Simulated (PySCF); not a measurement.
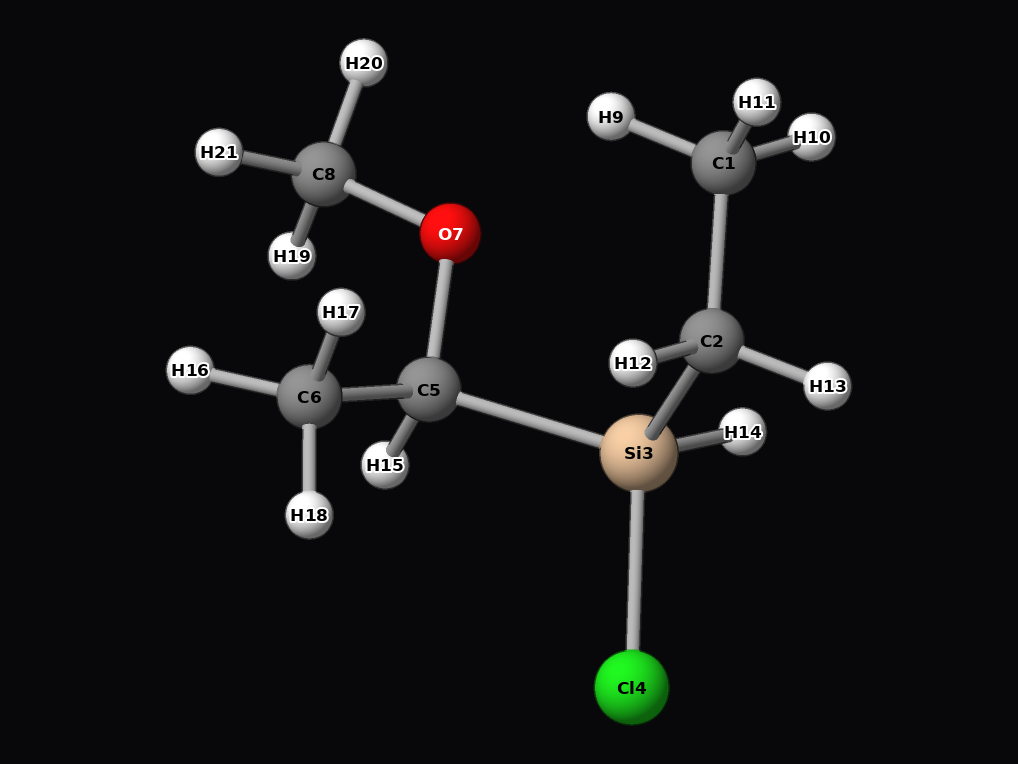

The questions are on Hirshfeld charges. The geometry was computed by an optimisation with GFN2-xTB. No frequency run is at hand to confirm it as a minimum. Level of theory: PBE0/pcSseg-1, gas phase (PySCF 2.14.0).

Give the Hirshfeld charges atom by atom.

```csv
atom,value (e)
C1,−0.12
C2,−0.16
Si3,0.36
Cl4,−0.13
C5,−0.04
C6,−0.13
O7,−0.13
C8,−0.04
H9,0.03
H10,0.04
H11,0.04
H12,0.04
H13,0.04
H14,−0.08
H15,0.03
H16,0.04
H17,0.04
H18,0.04
H19,0.04
H20,0.05
H21,0.04
```

The geometry is semi-empirical. Around Si such bond lengths and angles can be off by a tenth of an ångström or more and by several degrees, and values that hang on the shape move with them.
